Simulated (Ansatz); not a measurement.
# C₄H₂Te (Te(CCH)2): what the fields show

```xyz
7

Te    0.0983    0.0200   -1.7719
C     1.5549   -0.0295   -0.3321
C     2.4944   -0.0599    0.4582
H     3.3096   -0.0862    1.1688
C    -1.5086    0.0390   -0.5012
C    -2.5298    0.0526    0.1808
H    -3.4187    0.0641    0.7974
```

Geometry: PBE-D4/def2-SVP; core potentials replace the inner electrons of Te.

Theory: RKS PBE0-D4/def2-TZVP in Ansatz.

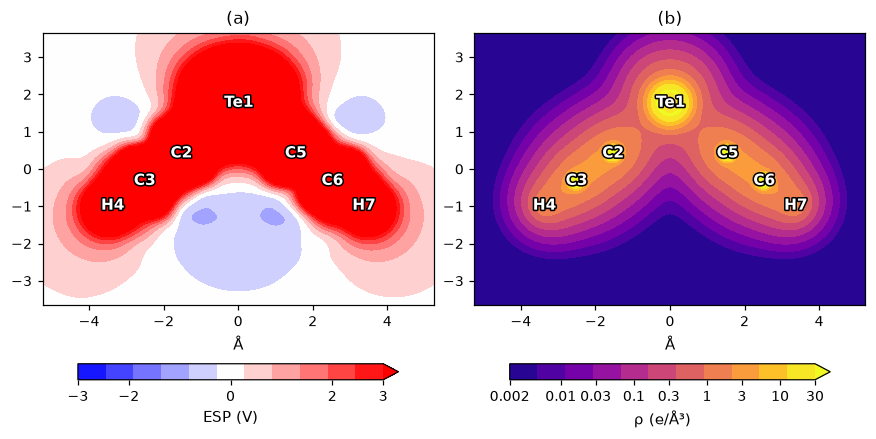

Figure 1. (a) molecular electrostatic potential; (b) electron density on the molecular plane.

### What does the map show?

- The section cuts through Te, C and H sites.
- C–C (1.23 Å): ρ at the midpoint is about 2.7 e/Å³.
- C–Te (2.05 Å): the density is about 0.87 e/Å³ at the midpoint.
- C–H (1.08 Å): ρ is about 2 e/Å³ halfway.
- Outside the dense part of the molecule the potential is most negative (−0.9 V) near C2 and C5.

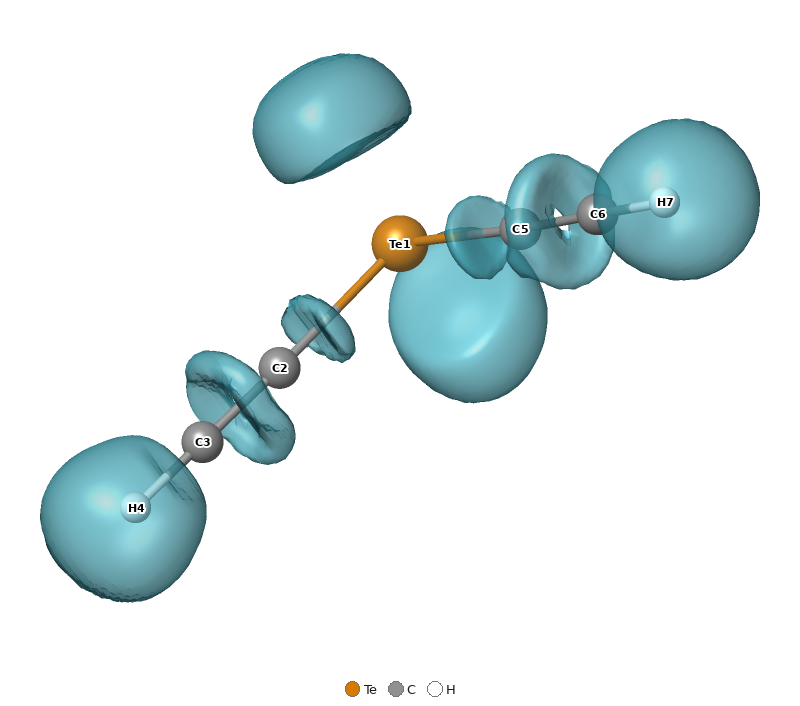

Figure 2. Isosurface of the ELF at 0.85 (cyan), seen at an oblique angle. Core shells and regions of very low density are left out.

### Describe the localisation domains.

The ELF exceeds this value in two regions between bonded C–C atoms (shared pairs), two regions between bonded C–Te atoms (shared pairs), two regions around hydrogen nuclei and two lobes on Te, pointing away from the bonds (lone pairs). Profiles from the grid: C–C (1.23 Å): the ELF peaks at about 0.85 between the atoms (a short, multiple covalent bond). C–Te (2.05 Å): the ELF peaks at about 0.90 between the atoms, as expected for localised, covalent bonding.

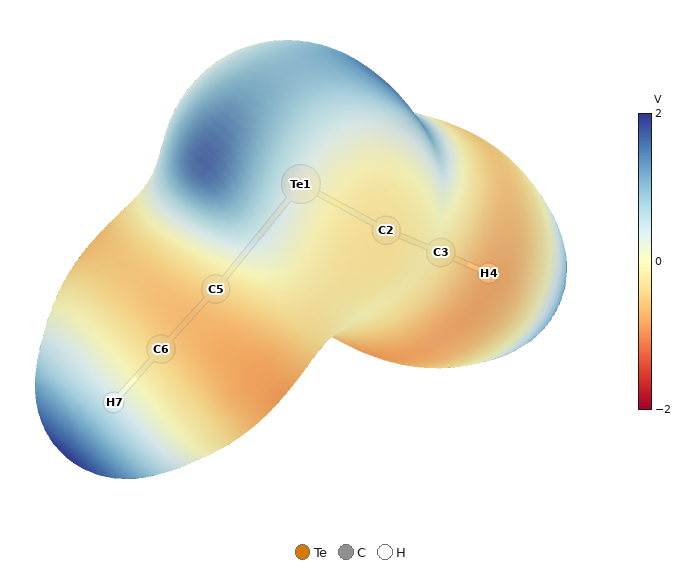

Figure 3. The electrostatic potential painted on the density surface at 0.002 e/bohr³, seen at a tilt; red is negative and blue positive.

### Which sites attract a positive test charge, and which a negative one?

A positive charge is drawn to the negative regions and a negative charge to the positive ones. The most negative region (about −0.9 V) lies over C2, C3, C5 and C6, the most positive (about +1.9 V) over H4 and H7.
